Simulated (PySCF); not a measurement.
# C3H8B2O2Si: electronic excitations

Wanted: the electronic excitations of C3H8B2O2Si (`CB(C#C[SiH3])B(O)O`), by calculation.

Computed with PySCF 2.14.0, with density-fitted response routines of our own, on a single molecule in the gas phase. Atoms count from 0, in the outputs and in this text.

**1. Starting geometry**

16 atoms, charge 0, multiplicity 1; geometry from: GFN2-xTB.

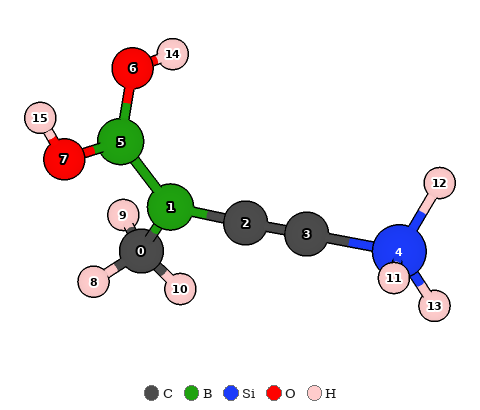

The starting geometry (carbon dark grey, boron green, silicon blue, oxygen red, hydrogen pink), atoms numbered; sticks join atoms by distance.

**2. Excited states and response: wB97X-D/def2-SVPD**

Job settings and geometry (Å):

```
{"job": {"kind": "uv", "xc": "wB97X-D", "basis": "def2-SVPD", "nstates": 8, "ntriplets": 3}, "charge": 0, "multiplicity": 1}
C     -1.209535    -1.984407     0.532809
B     -0.823745    -0.464605     0.316688
C      0.629674    -0.088478     0.335935
C      1.801557     0.241044     0.327450
Si     3.580842     0.729428     0.321374
B     -1.990456     0.725374     0.025628
O     -2.233306     1.294666    -1.203704
O     -2.767431     1.189612     1.034026
H     -1.823044    -2.067025     1.429609
H     -1.828358    -2.358747    -0.281956
H     -0.358576    -2.652287     0.645297
H      3.802536     1.666847     1.425941
H      3.868059     1.367574    -0.968084
H      4.414493    -0.465942     0.487188
H     -1.685138     1.005708    -1.929190
H     -3.385170     1.870182     0.757061
```

Method: TDDFT wB97X-D/def2-SVPD, vertical, gas phase, core orbitals frozen in the response.

Started as:

```sh
$ OMP_NUM_THREADS=1 python probes_run.py task.json out
```

The driver reads the jobs from task.json and runs them one after another.

Output:

```text
coarse grid: 14192 points
cycle   1  E = -608.1627113769  dE =  9.189e-01  |g| = 8.601e-01  |ddm| = 1.110e+01
cycle   2  E = -608.1632191997  dE = -5.078e-04  |g| = 9.320e-01  |ddm| = 2.646e+00
cycle   3  E = -608.3186425489  dE = -1.554e-01  |g| = 6.146e-02  |ddm| = 1.027e+00
cycle   4  E = -608.3196521004  dE = -1.010e-03  |g| = 2.528e-02  |ddm| = 2.579e-01
cycle   5  E = -608.3198463754  dE = -1.943e-04  |g| = 5.842e-03  |ddm| = 9.376e-02
cycle   6  E = -608.3198569501  dE = -1.057e-05  |g| = 2.852e-03  |ddm| = 2.331e-02
cycle   7  E = -608.3198591432  dE = -2.193e-06  |g| = 1.126e-03  |ddm| = 8.619e-03
final grid: 133360 points
cycle   8  E = -608.4125800918  dE = -9.131e-05  |g| = 5.587e-03  |ddm| = 3.832e-01
cycle   9  E = -608.4125815613  dE = -1.469e-06  |g| = 5.702e-03  |ddm| = 2.736e-02
cycle  10  E = -608.4125884143  dE = -6.853e-06  |g| = 9.489e-04  |ddm| = 1.027e-02
cycle  11  E = -608.4125886132  dE = -1.989e-07  |g| = 5.908e-04  |ddm| = 3.427e-03
cycle  12  E = -608.4125887122  dE = -9.903e-08  |g| = 1.420e-04  |ddm| = 1.829e-03
cycle  13  E = -608.4125887192  dE = -6.912e-09  |g| = 4.420e-05  |ddm| = 3.928e-04
cycle  14  E = -608.4125887205  dE = -1.381e-09  |g| = 1.566e-05  |ddm| = 1.919e-04
cycle  15  E = -608.4125887208  dE = -2.681e-10  |g| = 7.475e-06  |ddm| = 7.853e-05
converged SCF energy = -608.4125887208

Static polarisability (au): isotropic 101.723, principal 78.856 87.991 138.321

Singlet excitations
state   eV       nm        f      main configurations
  1   3.7568    330.0   0.00120   H->L 0.96
  2   5.3397    232.2   0.08352   H-1->L 0.74, H->L+2 0.15
  3   5.4001    229.6   0.00502   H-2->L 0.89
  4   6.4552    192.1   0.00673   H-4->L 0.78
  5   6.7193    184.5   0.00520   H-1->L+2 0.66, H-1->L+1 0.15
  6   6.8550    180.9   0.00517   H-3->L 0.96
  7   7.0322    176.3   0.17869   H->L+1 0.79
  8   7.1841    172.6   0.79957   H->L+2 0.68, H-1->L 0.13

Triplet excitations (Tamm-Dancoff, eV): 3.4200 4.0397 4.8499
```

Wall time 2.4 min (1 thread of Intel Xeon at 2.50GHz, shared host); peak memory 1 GiB.

Frontier orbitals and where they lie:

```csv
orbital,eV,atoms
HOMO−3,-11.31,"O7 45 %, O6 41 %, B5 7 %"
HOMO−2,-10.84,"B1 17 %, C2 17 %, B5 13 %"
HOMO−1,-10.35,"C2 39 %, C3 35 %, B1 7 %"
HOMO,-9.32,"C3 29 %, C2 23 %, B1 13 %"
LUMO,-0.39,"B1 30 %, C3 20 %, C2 20 %"
LUMO+1,1.47,"B5 28 %, B1 19 %, Si4 10 %"
LUMO+2,1.74,"C3 21 %, Si4 21 %, C2 18 %"
```

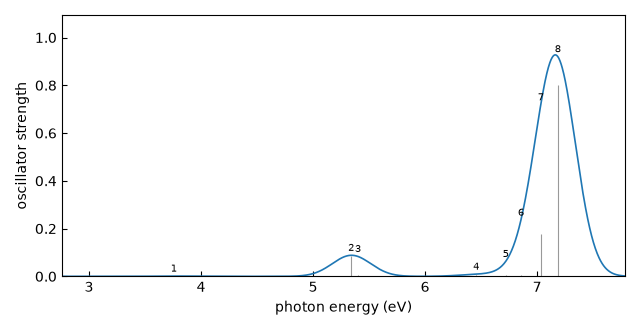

Absorption spectrum from the 8 singlet states computed; above the last one it falls off for lack of states. Lines are broadened to a width of 0.40 eV (Gaussian).

Further results of this job:

```csv
property,computed
dipole moment (D),1.41
polarisability (Å³),15.07
HOMO–LUMO gap (eV),8.92
−ε(HOMO) (eV),9.32
```

**3. Results**

```
                                quantity                        value
      lowest singlet (wB97X-D/def2-SVPD)  3.76 eV (330 nm), f = 0.001
brightest single state of those computed  state 8, 7.18 eV, f = 0.800
                          lowest triplet                      3.42 eV
```

The lowest singlet, at 3.76 eV, is HOMO→LUMO 0.96 and is weak; of the 8 states computed, the strongest absorption comes from state 8 at 7.18 eV (the last computed, so partners may be missing). The lowest triplet lies 0.34 eV below the lowest singlet (triplets in Tamm-Dancoff, singlets in full TDDFT).
